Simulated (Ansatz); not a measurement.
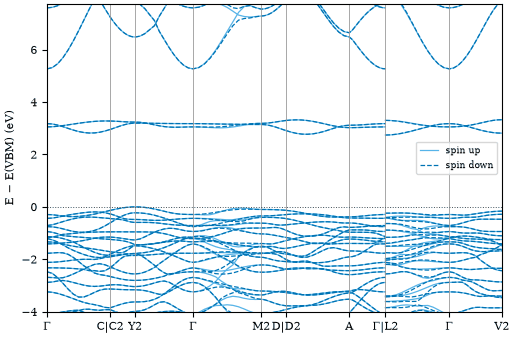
Fig. 1. Band structure from plane-wave PAW r²SCAN (Ansatz code)

Question: Read off the gap and where the band edges lie.

Answer: About 2.7 eV (2.74 eV by a search for the band edges); maximum at Y2, minimum at L2.

Question: Which compound is it?
A) Cs2P2Pd, Cmcm (Cs on 4c, Cs on 4c, P on 8g, Pd on 4a)
B) Ba4P2O, Cmce (Ba on 8f, Ba on 8e, P on 8f, O on 4a)
C) Cs2VHO4, Cmc2_1 (Pearson symbol oS32)
D) NiSO4, Cmcm (Ni on 4a, S on 4c, O on 8g, O on 8f)

Answer: D, NiSO4, Cmcm (Ni on 4a, S on 4c, O on 8g, O on 8f)

The workflow started from a Materials Project entry (that database holds measured and hypothetical structures alike); the Crystallography Open Database files this formula in space group No. 63, but the cells were not matched. Whether it is the stable phase at ambient conditions was not checked. The cell was relaxed with r²SCAN under the symmetry of its start, as lowered by the spin order; its stability against distortions is not shown here. The final state is antiferromagnetic, chosen from 2 collinear starts compared on coarse meshes (ties went to the first, and starts can fall back to one state), not a proven ground state. Other orbital occupations within this spin state were not tried. No Hubbard U is applied.

Potentials: the later of the program's two PAW sets.
